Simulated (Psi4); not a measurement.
## Single-point calculation of SiNH$_{2}$ClF

SiNH$_{2}$ClF, multiplicity 2, SMILES N[Si](F)Cl, computed with B3LYP/cc-pVDZ, UKS (Psi4 1.11).

The geometry comes from this level: PBE0-D4/def2-TZVP.

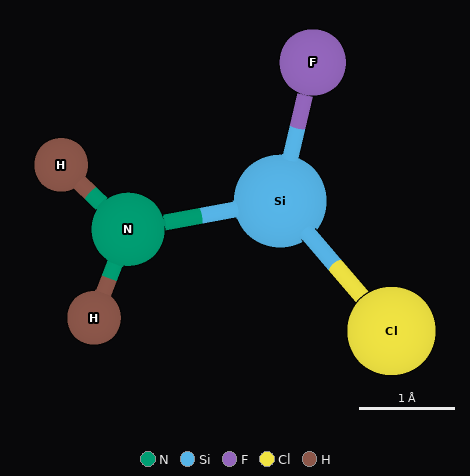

**Figure 1.** The structure as given in the input (ball-and-stick view, seen on its broad side). Bond lengths as drawn: Cl–Si 2.06 Å, F–Si 1.60 Å, H–N 1.01 Å and N–Si 1.70 Å.

Input file (input.in)
```
memory 1600 MB

molecule geom {
  0 2
  N     -0.453500     0.751300     0.053100
  Si     0.437600    -0.601100    -0.475800
  F      1.950700    -0.348100    -0.031300
  Cl    -0.315600    -2.258400     0.480800
  H     -1.460600     0.711500     0.073400
  H     -0.116400     1.680800    -0.146500
  symmetry c1
}

set globals {
  basis     cc-pVDZ
  reference uks
  scf_type  df
  soscf     true
}

energy('b3lyp')
print_variables()
```

Run as:
```bash
psi4 -n 1 input.in input.out
```

Output
```
Psi4 1.11 release

   => Loading Basis Set <=

    Name: CC-PVDZ
    Role: ORBITAL
    Keyword: BASIS

         ---------------------------------------------------------
                                   SCF
                              UKS Reference
                        1 Threads,   1525 MiB Core
         ---------------------------------------------------------

  ==> Geometry <==

    Molecular point group: c1
    Full point group: C1

    Geometry (in Angstrom), charge = 0, multiplicity = 2:

       Center              X                  Y                   Z               Mass
    ------------   -----------------  -----------------  -----------------  -----------------
         N           -0.763076197332     1.664629396786     0.016587772517    14.003074004430
         SI           0.128023802668     0.312229396786    -0.512312227483    27.976926534650
         F            1.641123802668     0.565229396786    -0.067812227483    18.998403162730
         CL          -0.625176197332    -1.345070603214     0.444287772517    34.968852682000
         H           -1.770176197332     1.624829396786     0.036887772517     1.007825032230
         H           -0.425976197332     2.594129396786    -0.183012227483     1.007825032230

  Running in c1 symmetry.

  Rotational constants: A =      0.23483  B =      0.11463  C =      0.08260 [cm^-1]
  Rotational constants: A =   7039.90908  B =   3436.50890  C =   2476.26876 [MHz]
  Nuclear repulsion =  215.584267865801309

  Charge       = 0
  Multiplicity = 2
  Electrons    = 49
  Nalpha       = 25
  Nbeta        = 24

  ==> Algorithm <==

  SCF Algorithm Type is DF.
  DIIS enabled.
  MOM disabled.
  Fractional occupation disabled.
  Guess Type is SAD.
  Energy threshold   = 1.00e-06
  Density threshold  = 1.00e-06
  Integral threshold = 1.00e-12

  ==> Primary Basis <==

  Basis Set: CC-PVDZ
    Blend: CC-PVDZ
    Number of shells: 34
    Number of basis functions: 74
    Number of Cartesian functions: 78
    Spherical Harmonics?: true
    Max angular momentum: 2

  ==> DFT Potential <==

   => LibXC <=

    Version 7.1.2

   => Composite Functional: B3LYP <=

    B3LYP Hyb-GGA Exchange-Correlation Functional

    Deriv               =              1
    GGA                 =           TRUE
    Meta                =          FALSE

    Exchange Hybrid     =           TRUE
    MP2 Hybrid          =          FALSE

   => Exchange Functionals <=

    0.0800   Slater exchange
    0.7200         Becke 88

   => Exact (HF) Exchange <=

    0.2000               HF

   => Correlation Functionals <=

    0.1900   Vosko, Wilk & Nusair (VWN5_RPA)
    0.8100   Lee, Yang & Parr

   => LibXC Density Thresholds  <==

    XC_HYB_GGA_XC_B3LYP:  1.00E-15

   => Molecular Quadrature <=

    Radial Scheme          =       TREUTLER
    Pruning Scheme         =           NONE
    Nuclear Scheme         =       TREUTLER

    Blocking Scheme        =         OCTREE
    BS radius alpha        =              1
    Pruning alpha          =              1
    Radial Points          =             75
    Spherical Points       =            302
    Total Points           =         129028
    Total Blocks           =           1010
    Max Points             =            256
    Max Functions          =             74
    Weights Tolerance      =       1.00E-15

   => Loading Basis Set <=

    Name: (CC-PVDZ AUX)
    Role: JKFIT
    Keyword: DF_BASIS_SCF

  ==> Integral Setup <==

  DFHelper Memory: AOs need 0.019 GiB; user supplied 0.885 GiB.
  SCF_SUBTYPE=INCORE selected. In-core MEM_DF algorithm will be used.
  Using in-core AOs.

  ==> MemDFJK: Density-Fitted J/K Matrices <==

    J tasked:                   Yes
    K tasked:                   Yes
    wK tasked:                   No
    Memory [MiB]:               906
    Algorithm:                 Core
    Schwarz Cutoff:           1E-12
    Mask sparsity (%):       0.0000
    Fitting Condition:        1E-10

   => Auxiliary Basis Set <=

  Basis Set: (CC-PVDZ AUX)
    Blend: CC-PVDZ-JKFIT
    Number of shells: 138
    Number of basis functions: 410
    Number of Cartesian functions: 472
    Spherical Harmonics?: true
    Max angular momentum: 3

  Cached 100.0% of DFT collocation blocks in 0.233 [GiB].

  Minimum eigenvalue in the overlap matrix is 1.7112010182E-02.
  Reciprocal condition number of the overlap matrix is 3.8651971799E-03.
    Using symmetric orthogonalization.

  ==> Pre-Iterations <==

  SCF Guess: Superposition of Atomic Densities via on-the-fly atomic UHF (no occupation information).

   -------------------------
    Irrep   Nso     Nmo
   -------------------------
     A         74      74
   -------------------------
    Total      74      74
   -------------------------

  ==> Iterations <==

                           Total Energy        Delta E     RMS |[F,P]|

   @DF-UKS iter SAD:  -905.26133015243147   -9.05261e+02   0.00000e+00
   @DF-UKS iter   1:  -905.33112278351075   -6.97926e-02   1.10766e-02 ADIIS/DIIS
   @DF-UKS iter   2:  -904.76182440750381    5.69298e-01   1.71913e-02 ADIIS/DIIS
   @DF-UKS iter   3:  -905.59637602449027   -8.34552e-01   2.07087e-03 ADIIS/DIIS
   @DF-UKS iter   4:  -905.60787085907441   -1.14948e-02   1.07909e-03 SOKS, nmicro=5
   @DF-UKS iter   5:  -905.61015735297906   -2.28649e-03   1.67143e-05 SOKS, nmicro=5
   @DF-UKS iter   6:  -905.61015902786380   -1.67488e-06   6.06418e-07 SOKS, nmicro=5
   @DF-UKS iter   7:  -905.61015903002067   -2.15687e-09   4.12544e-08 SOKS, nmicro=conv
  Energy and wave function converged.

  ==> Post-Iterations <==

   Electrons on quadrature grid:
      Nalpha   =   25.0000008722 ; deviation = 8.722e-07
      Nbeta    =   24.0000012514 ; deviation = 1.251e-06
      Ntotal   =   49.0000021236 ; deviation = 2.124e-06

   @Spin Contamination Metric:   2.037770579E-03
   @S^2 Expected:                7.500000000E-01
   @S^2 Observed:                7.520377706E-01
   @S   Expected:                5.000000000E-01
   @S   Observed:                5.000000000E-01

    Orbital Energies [Eh]
    ---------------------

    Alpha Occupied:

       1A   -101.534760     2A    -66.218842     3A    -24.692412
       4A    -14.340700     5A     -9.455359     6A     -7.215855
       7A     -7.209220     8A     -7.209096     9A     -5.358258
      10A     -3.718094    11A     -3.716988    12A     -3.715451
      13A     -1.194484    14A     -0.884605    15A     -0.828932
      16A     -0.558069    17A     -0.522116    18A     -0.476457
      19A     -0.447236    20A     -0.439337    21A     -0.399713
      22A     -0.347520    23A     -0.333292    24A     -0.309374
      25A     -0.211880

    Alpha Virtual:

      26A      0.038708    27A      0.040633    28A      0.061886
      29A      0.103030    30A      0.133496    31A      0.241796
      32A      0.273486    33A      0.319185    34A      0.332154
      35A      0.353112    36A      0.393811    37A      0.401651
      38A      0.497586    39A      0.542996    40A      0.567399
      41A      0.578397    42A      0.664391    43A      0.680061
      44A      0.686806    45A      0.736990    46A      0.744418
      47A      0.778888    48A      0.821971    49A      0.853680
      50A      0.866163    51A      0.916011    52A      0.964072
      53A      1.156801    54A      1.197957    55A      1.227864
      56A      1.275019    57A      1.315260    58A      1.350525
      59A      1.464984    60A      1.600395    61A      1.750472
      62A      1.942636    63A      1.978998    64A      2.219885
      65A      2.247101    66A      2.264551    67A      2.411070
      68A      2.739966    69A      2.886755    70A      3.561668
      71A      3.565804    72A      3.614242    73A      3.637709
      74A      3.838501

    Beta Occupied:

       1A   -101.533771     2A    -66.215826     3A    -24.689873
       4A    -14.336688     5A     -9.454350     6A     -7.213421
       7A     -7.208551     8A     -7.208017     9A     -5.354223
      10A     -3.715671    11A     -3.713446    12A     -3.709190
      13A     -1.188513    14A     -0.875397    15A     -0.822643
      16A     -0.548164    17A     -0.519273    18A     -0.468210
      19A     -0.441657    20A     -0.430129    21A     -0.391362
      22A     -0.338031    23A     -0.331060    24A     -0.293411

    Beta Virtual:

      25A     -0.098616    26A      0.045486    27A      0.056160
      28A      0.075440    29A      0.104711    30A      0.143110
      31A      0.247878    32A      0.292385    33A      0.325929
      34A      0.341699    35A      0.370209    36A      0.411159
      37A      0.420694    38A      0.523712    39A      0.548306
      40A      0.571201    41A      0.581323    42A      0.666891
      43A      0.685699    44A      0.693601    45A      0.741210
      46A      0.752102    47A      0.787354    48A      0.827250
      49A      0.861589    50A      0.871474    51A      0.925765
      52A      0.970340    53A      1.160899    54A      1.203525
      55A      1.232999    56A      1.279078    57A      1.319400
      58A      1.353906    59A      1.468940    60A      1.600442
      61A      1.751698    62A      1.952398    63A      1.980758
      64A      2.226158    65A      2.255989    66A      2.271214
      67A      2.415501    68A      2.743053    69A      2.888948
      70A      3.564975    71A      3.569122    72A      3.620045
      73A      3.642481    74A      3.844106

    Final Occupation by Irrep:
              A
    DOCC [    24 ]
    SOCC [     1 ]
    NA   [    25 ]
    NB   [    24 ]

  @DF-UKS Final Energy:  -905.61015903002067

   => Energetics <=

    Nuclear Repulsion Energy =            215.5842678658013085
    One-Electron Energy =               -1681.2746271289868218
    Two-Electron Energy =                 614.4667601177239931
    DFT Exchange-Correlation Energy =     -54.3865598845592686
    Empirical Dispersion Energy =           0.0000000000000000
    VV10 Nonlocal Energy =                  0.0000000000000000
    Total Energy =                       -905.6101590300206681

  UHF NO Occupations:
  HONO-2 :   23  A 1.9998638
  HONO-1 :   24  A 1.9992426
  HONO-0 :   25  A 1.0000000
  LUNO+0 :   26  A 0.0007574
  LUNO+1 :   27  A 0.0001362
  LUNO+2 :   28  A 0.0000375
  LUNO+3 :   29  A 0.0000191

Computation Completed

Properties will be evaluated at   0.000000,   0.000000,   0.000000 [a0]

Properties computed using the SCF density matrix

 Multipole Moments:

 ------------------------------------------------------------------------------------
     Multipole            Electronic (a.u.)      Nuclear  (a.u.)        Total (a.u.)
 ------------------------------------------------------------------------------------

 L = 1.  Multiply by 2.5417464519 to convert [e a0] to [Debye]
 Dipole X            :          2.3697816           -3.0296726           -0.6598909
 Dipole Y            :         -3.7439557            4.6552278            0.9112721
 Dipole Z            :          0.1320631           -0.4909492           -0.3588861
 Magnitude           :                                                    1.1809623

 ------------------------------------------------------------------------------------

	total time  =         23 seconds =       0.38 minutes

  Variable Map:
  ----------------------------------------------------------------------------
  "CURRENT ENERGY"              =>    -905.610159030021
  "CURRENT REFERENCE ENERGY"    =>    -905.610159030021
  "DD SOLVATION ENERGY"         =>       0.000000000000
  "DFT FUNCTIONAL TOTAL ENERGY" =>    -905.610159030021
  "DFT TOTAL ENERGY"            =>    -905.610159030021
  "DFT VV10 ENERGY"             =>       0.000000000000
  "DFT XC ENERGY"               =>     -54.386559884559
  "GRID ELECTRONS ALPHA"        =>      25.000000872193
  "GRID ELECTRONS BETA"         =>      24.000001251378
  "GRID ELECTRONS TOTAL"        =>      49.000002123571
  "NUCLEAR REPULSION ENERGY"    =>     215.584267865801
  "ONE-ELECTRON ENERGY"         =>   -1681.274627128987
  "PCM POLARIZATION ENERGY"     =>       0.000000000000
  "PE ENERGY"                   =>       0.000000000000
  "SCF ITERATION ENERGY"        =>    -905.610159030021
  "SCF ITERATIONS"              =>       7.000000000000
  "SCF TOTAL ENERGY"            =>    -905.610159030021
  "TWO-ELECTRON ENERGY"         =>     614.466760117724
  "XC GRID RADIAL POINTS"       =>      75.000000000000
  "XC GRID SPHERICAL POINTS"    =>     302.000000000000
  "XC GRID TOTAL POINTS"        =>  129028.000000000000

  Array Variable Map:
  ----------------------------------------------------------------------------
  "CURRENT DIPOLE"              =>      -0.659890902831 ... -0.358886134529 1 by 3
  "SCF DIPOLE"                  =>      -0.659890902831 ... -0.358886134529 1 by 3
  "SCF TOTAL ENERGIES"          =>    -905.261330152431 ... -905.610159030021 1 by 8

    Psi4 run time: 0:00:22.24
```

Summary

- outcome: converged
- total energy: −905.610159 hartree
- basis functions: 74
- ⟨S²⟩: 0.752
- dipole moment: 3.00 D
- hardware: 1 thread of AMD EPYC (Zen 3), 24 GiB of memory available, shared host
- wall time: 24 s
- peak memory: 0.49 GiB
